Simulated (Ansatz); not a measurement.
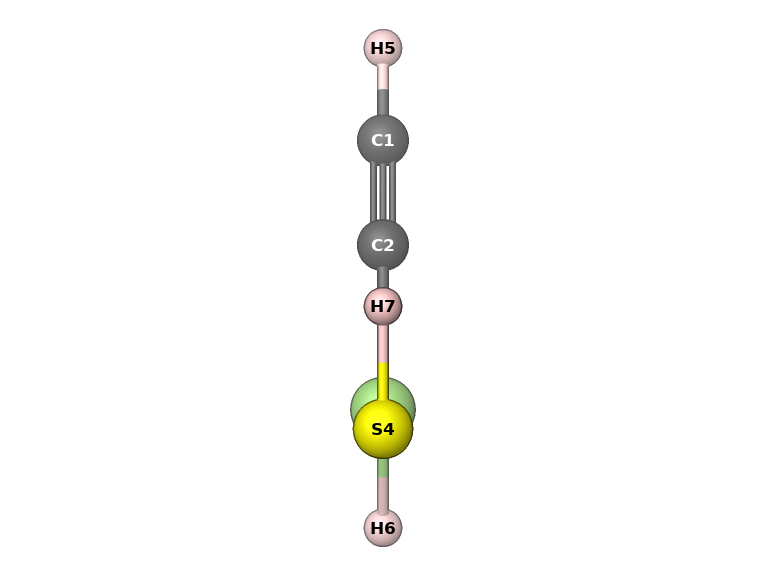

Ga3 lies behind S4. The molecule seen nearly along the S4–Ga3 bond, S4 in front. Atoms fade into the background with distance from the viewer. The geometry was computed by an optimisation with PBE0-D4/def2-TZVP.

Q: What is the torsion angle H7–S4–Ga3–C2? The sign is positive where the front bond must turn clockwise to cover the back bond.

A: 0°, synperiplanar (eclipsed).
